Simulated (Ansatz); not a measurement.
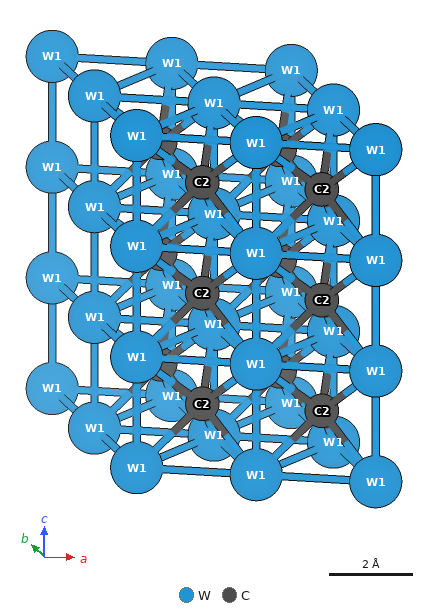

The starting point is crystalline WC (set up in P-6m2). A ball-and-stick model of the cell of the calculation, repeated 2 × 2 × 3 with one cell outlined, seen from a free direction.

Computed with Ansatz, DFT PBE, scalar-relativistic, plane waves, PAW. Set-up: plane-wave cutoff 420 eV; k-point mesh 18 × 18 × 14; occupations gaussian; smearing width 0.1 eV; no spin polarisation.

The variant: The volume is changed by −9.0 %. The cell's shape and the atoms are relaxed at that volume.

Input
```yaml
crystal:
  lattice:
    - [2.8263920838, 0.0, 0.0]
    - [-1.4131960419, 2.4477273456, 0.0]
    - [0.0, 0.0, 2.7684522456]
  atoms:
    - { symbol: W, position: [0.0, 0.0, 0.0] }
    - { symbol: C, position: [0.6666666667, 0.3333333333, 0.5] }
basis:
  ecutwfc: 420
kpoints:
  mp_grid: { grid: [18, 18, 14] }
hamiltonian:
  xc: pbe
scf:
  occupations: { method: gaussian, width: 0.1 }
output:
  forces: true
  stress: true
  eigenvalues: true
  write_density: true
  write_potential: true
  elf: true
  volumetric_format: npy
relax:
  adjacent_minimum: "off"
  f_tol: 0.01
  max_steps: 30
  cell: { stress_tol: 0.1, fix: [volume] }
```

Command:
```bash
ansatz run input.yaml --threads 1 --pin off --max-ram 2560MiB --backend cpu --events-out ev --progress --plain --runs-dir out
```

What does the calculation give for the changed structure?

It costs 120 meV per atom. The pressure goes from 0.0 to 44.1 GPa. Cell: a = b 2.922 → 2.824 Å (−3.3 %), c 2.847 → 2.773 Å (−2.6 %). Volume −9.0 %. No atom moves by more than 0.005 Å relative to the cell. Near-neighbour distances before and after: W–W 2.922 → 2.824 Å, W–W 2.847 → 2.773 Å, C–W 2.207 → 2.140 Å. The space group stays P-6m2 (No. 187).

The changed structure in the same view:

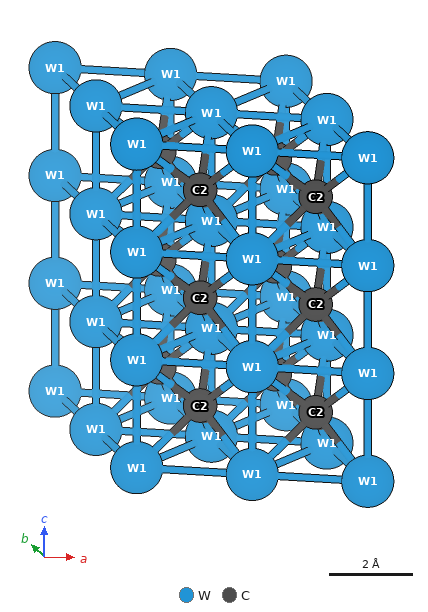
